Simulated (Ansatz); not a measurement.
# Geometry relaxation, with input and output: HfNH$_{4}$Cl$_{3}$O (part 2 of 2)

The same run, continued: HfNH$_{4}$Cl$_{3}$O; RKS PBE0/def2-SVP (Ansatz 0.2.0). It belongs to a series of runs on one base structure; here: end point B relaxed.

Geometry of the input (Å):
```
Hf 0.2534  -0.4323  -0.6578
Cl 1.0126  0.7059  2.8016
Cl 2.4348  0.3827  -1.0711
N  -1.0275  1.0705  -0.3333
H  -1.5402  1.2456  0.5296
H  -1.1963  1.8433  -0.9759
Cl -0.4258  -1.4550  -2.6675
O  0.1238  -1.7539  0.8647
H  -0.0212  -2.7029  0.9184
H  0.7261  -0.5867  2.6338
```

### Trajectory as extended XYZ, continued
```
10
Properties=species:S:1:pos:R:3:forces:R:3 step=9 energy=-42453.55604
Hf    0.2542   -0.4821   -0.7653    0.0696   0.0126   0.0121
Cl    0.3775    0.5431    3.0275   -0.0119  -0.0136   0.0011
Cl    2.4481    0.2517   -1.2539   -0.0087  -0.0038  -0.0227
N    -0.8730    1.0904   -0.2682   -0.0003  -0.0312  -0.0025
H    -1.0137    1.3892    0.6975    0.0088   0.0137   0.0062
H    -1.3025    1.7631   -0.9008   -0.0102   0.0021   0.0233
Cl   -0.6755   -1.5169   -2.6690   -0.0097  -0.0094  -0.0183
O     0.3281   -1.6362    0.8050   -0.0346  -0.0283   0.0096
H     0.4107   -2.5522    1.0863    0.0025   0.0401  -0.0017
H     0.3858   -0.5331    2.2834   -0.0054   0.0177  -0.0072
10
Properties=species:S:1:pos:R:3:forces:R:3 step=10 energy=-42453.55934
Hf    0.2676   -0.4902   -0.7857    0.0091  -0.0034  -0.1032
Cl    0.1939    0.5261    3.0917    0.0099  -0.0996  -0.0864
Cl    2.4482    0.2087   -1.3905   -0.0518  -0.0142   0.0240
N    -0.8271    1.0919   -0.2502    0.0626  -0.0359   0.0076
H    -0.9414    1.3836    0.7218   -0.0086  -0.0019   0.0047
H    -1.2539    1.7795   -0.8672   -0.0274   0.0278   0.0032
Cl   -0.7448   -1.5233   -2.6548    0.0179   0.0174   0.0493
O     0.3627   -1.6232    0.7967    0.0898  -0.3253   0.1264
H     0.5375   -2.5292    1.0906   -0.0751   0.3660  -0.0924
H     0.2972   -0.5067    2.2905   -0.0264   0.0692   0.0667
10
Properties=species:S:1:pos:R:3:forces:R:3 step=11 energy=-42453.56175
Hf    0.2832   -0.4928   -0.8123   -0.0066   0.0597   0.0327
Cl    0.1389    0.5238    3.0912   -0.0079  -0.1095  -0.0577
Cl    2.4589    0.2046   -1.4348   -0.0420  -0.0265   0.0017
N    -0.7838    1.0949   -0.2390   -0.0345  -0.0480  -0.1146
H    -0.9016    1.3607    0.7394    0.0264   0.0047   0.0444
H    -1.2567    1.7723   -0.8352    0.0241   0.0019   0.0194
Cl   -0.7793   -1.5395   -2.6468    0.0225   0.0224   0.0363
O     0.3867   -1.5981    0.7893    0.0532  -0.2433   0.0622
H     0.5593   -2.4967    1.0985   -0.0409   0.2330  -0.0659
H     0.2340   -0.5122    2.2925    0.0056   0.1056   0.0415
10
Properties=species:S:1:pos:R:3:forces:R:3 step=12 energy=-42453.56433
Hf    0.2761   -0.4937   -0.8184    0.0106  -0.0066   0.0715
Cl    0.0798    0.5014    3.1023   -0.0010  -0.0435  -0.0166
Cl    2.4507    0.1877   -1.4533   -0.0200  -0.0003  -0.0147
N    -0.7874    1.0923   -0.2378   -0.0136   0.0697  -0.0831
H    -0.8683    1.3729    0.7416    0.0027  -0.0278   0.0037
H    -1.2438    1.7878   -0.8278    0.0257  -0.0472   0.0421
Cl   -0.7975   -1.5495   -2.6389    0.0055   0.0102   0.0105
O     0.4108   -1.5893    0.7881    0.0080  -0.1146   0.0078
H     0.5925   -2.4817    1.1025   -0.0164   0.1167  -0.0294
H     0.2267   -0.5107    2.2844   -0.0015   0.0434   0.0082
10
Properties=species:S:1:pos:R:3:forces:R:3 step=13 energy=-42453.56633
Hf    0.2829   -0.4959   -0.8186    0.0126   0.0039   0.0052
Cl    0.0048    0.4728    3.1304    0.0133  -0.0732  -0.0708
Cl    2.4415    0.1729   -1.5163   -0.0089  -0.0003  -0.0008
N    -0.7623    1.1011   -0.2386   -0.0466   0.0795  -0.0045
H    -0.8593    1.3646    0.7455    0.0101  -0.0293  -0.0402
H    -1.2189    1.8020   -0.8221    0.0416  -0.0510   0.0393
Cl   -0.8209   -1.5500   -2.6213   -0.0011  -0.0006   0.0160
O     0.4340   -1.5814    0.7933   -0.0058  -0.0010  -0.0287
H     0.6304   -2.4665    1.1134    0.0032   0.0151   0.0186
H     0.2075   -0.5024    2.2770   -0.0184   0.0569   0.0658
10
Properties=species:S:1:pos:R:3:forces:R:3 step=14 energy=-42453.56762
Hf    0.2918   -0.4942   -0.8253   -0.0100  -0.0099   0.0061
Cl   -0.0672    0.4496    3.1408    0.0258  -0.1084  -0.1005
Cl    2.4371    0.1664   -1.5716   -0.0129  -0.0050   0.0010
N    -0.7407    1.1074   -0.2368   -0.0405   0.0844   0.0064
H    -0.8460    1.3544    0.7511    0.0085  -0.0289  -0.0478
H    -1.1849    1.8229   -0.8121    0.0412  -0.0558   0.0367
Cl   -0.8535   -1.5651   -2.5934    0.0120   0.0083   0.0207
O     0.4550   -1.5690    0.7930   -0.0031   0.0395  -0.0454
H     0.6733   -2.4455    1.1204    0.0097  -0.0208   0.0270
H     0.1749   -0.5097    2.2765   -0.0306   0.0965   0.0958
10
Properties=species:S:1:pos:R:3:forces:R:3 step=15 energy=-42453.56868
Hf    0.2985   -0.4909   -0.8319    0.0270  -0.0309  -0.0233
Cl   -0.1565    0.4179    3.1541    0.0309  -0.1482  -0.1353
Cl    2.4246    0.1476   -1.6543   -0.0409  -0.0078   0.0197
N    -0.7124    1.1196   -0.2322   -0.0510   0.0939   0.0182
H    -0.8369    1.3388    0.7607    0.0098  -0.0174  -0.0696
H    -1.1336    1.8575   -0.7968    0.0440  -0.0682   0.0485
Cl   -0.8868   -1.5858   -2.5606    0.0129   0.0199   0.0368
O     0.4864   -1.5499    0.7941   -0.0056   0.0063  -0.0324
H     0.7382   -2.4138    1.1327    0.0025   0.0090   0.0074
H     0.1182   -0.5238    2.2770   -0.0296   0.1434   0.1299
10
Properties=species:S:1:pos:R:3:forces:R:3 step=16 energy=-42453.56875
Hf    0.3045   -0.4914   -0.8402   -0.0159  -0.0012   0.0106
Cl   -0.2585    0.3853    3.1526    0.0854  -0.1900  -0.1678
Cl    2.4163    0.1403   -1.7027   -0.0340  -0.0150   0.0057
N    -0.6868    1.1280   -0.2312   -0.0398   0.0834   0.0104
H    -0.8257    1.3270    0.7647    0.0056  -0.0131  -0.0838
H    -1.0893    1.8829   -0.7878    0.0491  -0.0856   0.0616
Cl   -0.9324   -1.6000   -2.5243    0.0264   0.0194   0.0240
O     0.5093   -1.5368    0.7922    0.0436  -0.0461   0.0025
H     0.7878   -2.3895    1.1412   -0.0218   0.0594  -0.0245
H     0.1145   -0.5285    2.2781   -0.0986   0.1889   0.1613
10
Properties=species:S:1:pos:R:3:forces:R:3 step=17 energy=-42453.57018
Hf    0.3027   -0.4903   -0.8348    0.0089  -0.0209  -0.0173
Cl   -0.2445    0.3799    3.1609    0.0454  -0.1047  -0.1075
Cl    2.4124    0.1356   -1.7031   -0.0177  -0.0022   0.0080
N    -0.6920    1.1288   -0.2322   -0.0331   0.0789   0.0289
H    -0.8330    1.3319    0.7619    0.0021  -0.0072  -0.0656
H    -1.0907    1.8822   -0.7923    0.0342  -0.0619   0.0459
Cl   -0.9212   -1.5962   -2.5275    0.0052   0.0057   0.0141
O     0.5107   -1.5383    0.7949    0.0211  -0.0224  -0.0101
H     0.7834   -2.3937    1.1406   -0.0117   0.0368  -0.0049
H     0.1119   -0.5227    2.2743   -0.0544   0.0980   0.1085
10
Properties=species:S:1:pos:R:3:forces:R:3 step=18 energy=-42453.57044
Hf    0.3032   -0.4900   -0.8373    0.0153  -0.0410   0.0054
Cl   -0.2476    0.3811    3.1697    0.0417  -0.0972  -0.0997
Cl    2.4113    0.1354   -1.7085   -0.0095   0.0013   0.0053
N    -0.6906    1.1288   -0.2331   -0.0361   0.0801   0.0300
H    -0.8346    1.3334    0.7600    0.0032  -0.0087  -0.0573
H    -1.0881    1.8809   -0.7952    0.0283  -0.0493   0.0392
Cl   -0.9212   -1.5958   -2.5291   -0.0011   0.0028   0.0076
O     0.5122   -1.5395    0.7910    0.0116   0.0092  -0.0163
H     0.7848   -2.3939    1.1377   -0.0042   0.0141   0.0015
H     0.1102   -0.5230    2.2875   -0.0492   0.0885   0.0843
10
Properties=species:S:1:pos:R:3:forces:R:3 step=19 energy=-42453.57076
Hf    0.3098   -0.4914   -0.8386    0.0190   0.0115   0.0226
Cl   -0.2765    0.3709    3.1647   -0.0072  -0.0428  -0.0324
Cl    2.4034    0.1392   -1.7375    0.0027  -0.0058  -0.0145
N    -0.6718    1.1342   -0.2315   -0.0293   0.0207   0.0358
H    -0.8340    1.3284    0.7603    0.0118   0.0047  -0.0371
H    -1.0556    1.8927   -0.7928    0.0122  -0.0197   0.0167
Cl   -0.9514   -1.6022   -2.4989   -0.0001  -0.0110  -0.0120
O     0.5397   -1.5328    0.7906   -0.0305  -0.0087  -0.0119
H     0.8214   -2.3821    1.1419    0.0051   0.0090   0.0063
H     0.0548   -0.5399    2.2844    0.0164   0.0420   0.0267
10
Properties=species:S:1:pos:R:3:forces:R:3 step=20 energy=-42453.57171
Hf    0.3101   -0.4892   -0.8375    0.0134  -0.0102  -0.0170
Cl   -0.3157    0.3565    3.1648    0.0037  -0.0362  -0.0259
Cl    2.3943    0.1289   -1.7681   -0.0021   0.0002   0.0050
N    -0.6669    1.1380   -0.2267   -0.0056   0.0255   0.0215
H    -0.8240    1.3330    0.7656   -0.0017   0.0001  -0.0286
H    -1.0430    1.9014   -0.7862    0.0041  -0.0137   0.0131
Cl   -0.9516   -1.6095   -2.4920   -0.0059  -0.0003   0.0046
O     0.5445   -1.5288    0.7916   -0.0055  -0.0131   0.0046
H     0.8382   -2.3729    1.1460   -0.0001   0.0128   0.0006
H     0.0538   -0.5402    2.2853   -0.0004   0.0348   0.0221
10
Properties=species:S:1:pos:R:3:forces:R:3 step=21 energy=-42453.57224
Hf    0.3143   -0.4873   -0.8406    0.0053  -0.0140  -0.0180
Cl   -0.3640    0.3306    3.1726    0.0132  -0.0330  -0.0355
Cl    2.3903    0.1192   -1.7976   -0.0076  -0.0004   0.0069
N    -0.6525    1.1451   -0.2261    0.0007   0.0044   0.0171
H    -0.8201    1.3331    0.7656   -0.0030   0.0040  -0.0193
H    -1.0247    1.9108   -0.7845    0.0018  -0.0012   0.0083
Cl   -0.9707   -1.6154   -2.4727    0.0005   0.0053   0.0086
O     0.5568   -1.5210    0.7906    0.0072  -0.0077   0.0072
H     0.8634   -2.3582    1.1504   -0.0040   0.0146  -0.0019
H     0.0469   -0.5397    2.2850   -0.0140   0.0281   0.0266
10
Properties=species:S:1:pos:R:3:forces:R:3 step=22 energy=-42453.57266
Hf    0.3190   -0.4869   -0.8429   -0.0087  -0.0005  -0.0176
Cl   -0.4314    0.3007    3.1678    0.0032  -0.0006  -0.0015
Cl    2.3805    0.1100   -1.8374   -0.0143  -0.0036   0.0060
N    -0.6341    1.1520   -0.2225    0.0235  -0.0211   0.0065
H    -0.8104    1.3338    0.7684   -0.0083   0.0047  -0.0080
H    -0.9924    1.9254   -0.7788   -0.0064   0.0102  -0.0001
Cl   -1.0013   -1.6234   -2.4423    0.0116   0.0097   0.0138
O     0.5802   -1.5107    0.7909    0.0126  -0.0167   0.0113
H     0.9042   -2.3384    1.1578   -0.0081   0.0216  -0.0075
H     0.0255   -0.5452    2.2818   -0.0051  -0.0036  -0.0028
10
Properties=species:S:1:pos:R:3:forces:R:3 step=23 energy=-42453.57278
Hf    0.3235   -0.4854   -0.8438    0.0033   0.0093  -0.0343
Cl   -0.4921    0.2728    3.1662    0.0216  -0.0323  -0.0379
Cl    2.3684    0.0981   -1.8818   -0.0286  -0.0071   0.0156
N    -0.6119    1.1622   -0.2181    0.0132  -0.0431  -0.0012
H    -0.8071    1.3327    0.7714   -0.0021   0.0093  -0.0084
H    -0.9614    1.9407   -0.7728   -0.0037   0.0152   0.0009
Cl   -1.0250   -1.6318   -2.4144    0.0177   0.0186   0.0276
O     0.6023   -1.5001    0.7923    0.0148  -0.0332   0.0235
H     0.9433   -2.3183    1.1657   -0.0152   0.0375  -0.0172
H    -0.0003   -0.5536    2.2780   -0.0210   0.0258   0.0314
10
Properties=species:S:1:pos:R:3:forces:R:3 step=24 energy=-42453.57292
Hf    0.3246   -0.4852   -0.8433   -0.0015   0.0088  -0.0223
Cl   -0.4949    0.2697    3.1627   -0.0113   0.0186   0.0201
Cl    2.3670    0.0988   -1.8843   -0.0187  -0.0054   0.0090
N    -0.6103    1.1627   -0.2182    0.0099  -0.0347   0.0025
H    -0.8083    1.3326    0.7708   -0.0005   0.0082  -0.0113
H    -0.9566    1.9427   -0.7731   -0.0028   0.0115   0.0021
Cl   -1.0285   -1.6319   -2.4087    0.0146   0.0131   0.0196
O     0.6049   -1.4993    0.7930    0.0090  -0.0244   0.0129
H     0.9470   -2.3166    1.1668   -0.0099   0.0258  -0.0119
H    -0.0052   -0.5562    2.2770    0.0111  -0.0216  -0.0206
10
Properties=species:S:1:pos:R:3:forces:R:3 step=25 energy=-42453.57298
Hf    0.3247   -0.4840   -0.8409    0.0000   0.0013  -0.0052
Cl   -0.4974    0.2616    3.1587    0.0006  -0.0021  -0.0020
Cl    2.3645    0.0973   -1.8854   -0.0034  -0.0011   0.0008
N    -0.6102    1.1642   -0.2194   -0.0025   0.0060  -0.0042
H    -0.8103    1.3374    0.7683    0.0022  -0.0068   0.0126
H    -0.9520    1.9469   -0.7735    0.0017  -0.0002  -0.0096
Cl   -1.0298   -1.6339   -2.4003    0.0024   0.0018   0.0030
O     0.6053   -1.4963    0.7975    0.0009   0.0005  -0.0094
H     0.9505   -2.3131    1.1681    0.0025  -0.0050   0.0036
H    -0.0057   -0.5628    2.2696   -0.0044   0.0055   0.0104
10
Properties=species:S:1:pos:R:3:forces:R:3 step=26 energy=-42453.57304
Hf    0.3280   -0.4830   -0.8429   -0.0099  -0.0086  -0.0048
Cl   -0.5297    0.2478    3.1608    0.0012  -0.0003  -0.0034
Cl    2.3586    0.0934   -1.9086   -0.0065  -0.0009   0.0032
N    -0.6028    1.1668   -0.2189    0.0126   0.0083   0.0038
H    -0.8046    1.3373    0.7692   -0.0040  -0.0034  -0.0053
H    -0.9341    1.9548   -0.7722   -0.0023  -0.0048   0.0019
Cl   -1.0429   -1.6380   -2.3851    0.0086   0.0057   0.0068
O     0.6166   -1.4920    0.7958    0.0060  -0.0058   0.0010
H     0.9710   -2.3031    1.1709   -0.0040   0.0091  -0.0054
H    -0.0205   -0.5669    2.2736   -0.0017   0.0008   0.0023
```

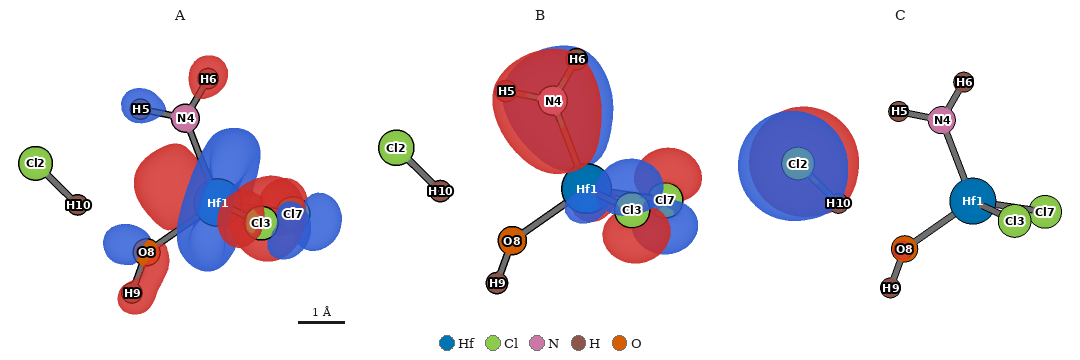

Fig. 1: Three frontier orbitals at ±0.1 Å⁻³ᐟ² (red and blue are the two phases). C is the HOMO−1 (−8.99 eV). B is the HOMO (−8.06 eV). A is the LUMO (−1.29 eV). It lies mainly on Hf1 (70 %) and Cl3 (10 %). The HOMO–LUMO gap is 6.77 eV between the orbital energies.

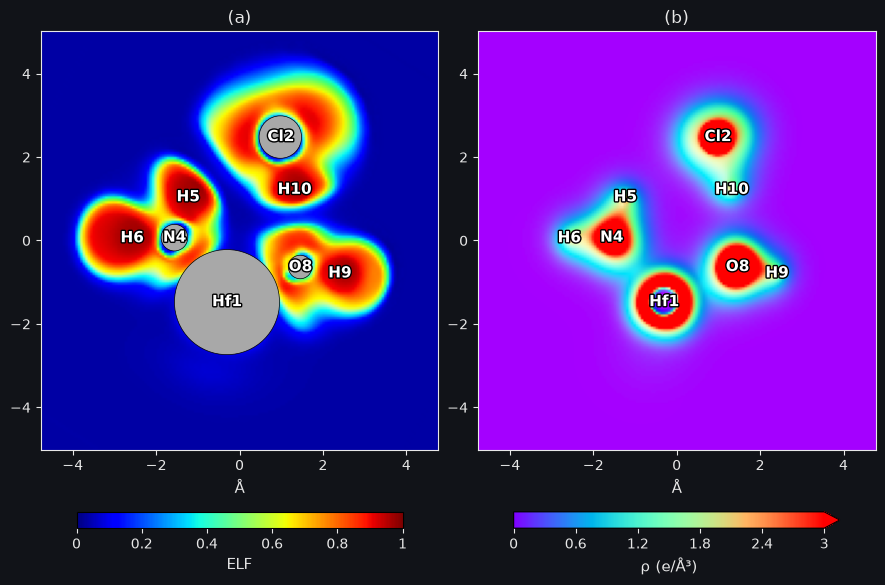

Fig. 2: (a) ELF; (b) total electron density on the plane of atoms Hf1, O8 and H9. Grey discs, where drawn, cover atomic cores. The section cuts through Hf, Cl, N, H and O sites. O8···H10 (1.86 Å): ρ is about 0.44 e/Å³ halfway, with its minimum of 0.22 e/Å³ about 1.2 Å from O; the ELF is only about 0.15 between them (a non-bonded, intermolecular contact). Hf–O (1.95 Å): ρ is about 0.83 e/Å³ halfway; the ELF peaks at about 0.85 in the valence shell of O, 0.6 Å from its nucleus, and drops to about 0.20 between the two atoms. Hf–N (1.99 Å): ρ is about 0.89 e/Å³ halfway; the ELF peaks at about 0.90 in the valence shell of N, 0.6 Å from its nucleus, and drops to about 0.25 between the two atoms. N–H (1.02 Å): ρ is about 2.7 e/Å³ halfway, with its minimum of 2.1 e/Å³ about 0.8 Å from N; the ELF climbs to about 1 towards the hydrogen (a covalent bond by its length).
